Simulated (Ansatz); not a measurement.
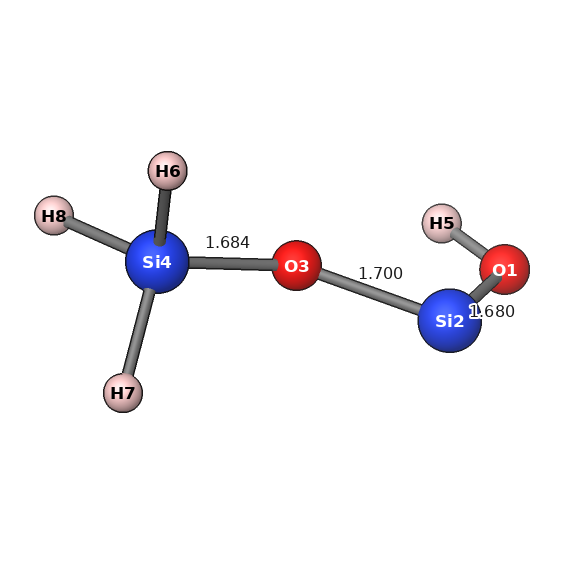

Bond lengths are marked in Å; every bond is drawn as one stick. The geometry was computed by an optimisation with PBE-D4/def2-SVP. No frequency run is at hand to confirm it as a minimum.

### Which of the marked bonds are single, double, triple or aromatic?

O1–Si2 single; Si2–O3 single; O3–Si4 single.

### Write the SMILES.

O[Si]O[SiH3]
